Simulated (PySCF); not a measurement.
C3H6OSi2, SMILES C(=O)[SiH2][SiH2]C#C at its GFN2-xTB optimised geometry (Å):

```
12

C      4.6026    -1.0237     2.3705
C      3.4786    -0.5985     2.3208
Si     1.7506     0.0552     2.2235
Si     1.0795     0.0230     0.0000
C     -0.8311     0.0230     0.0000
O     -1.4980     1.0284     0.0000
H      5.5862    -1.3953     2.4211
H      0.9379    -0.8065     3.0968
H      1.7831     1.4021     2.8092
H      1.4581    -1.1894    -0.7363
H      1.4980     1.1894    -0.7776
H     -1.3471    -0.9631     0.0467
```

Computed with PBE/def2-TZVP run with PySCF.

Map of the electron localisation function on the plane z = 0.8 Å:

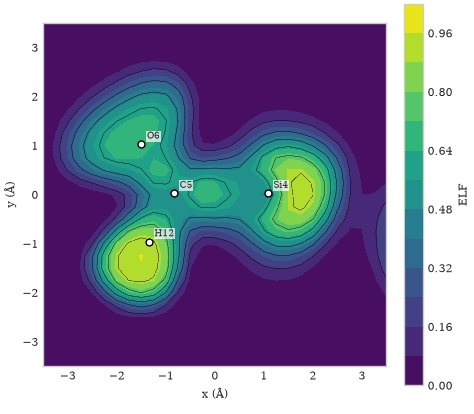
Electron localisation function on the plane z = 0.8 Å.
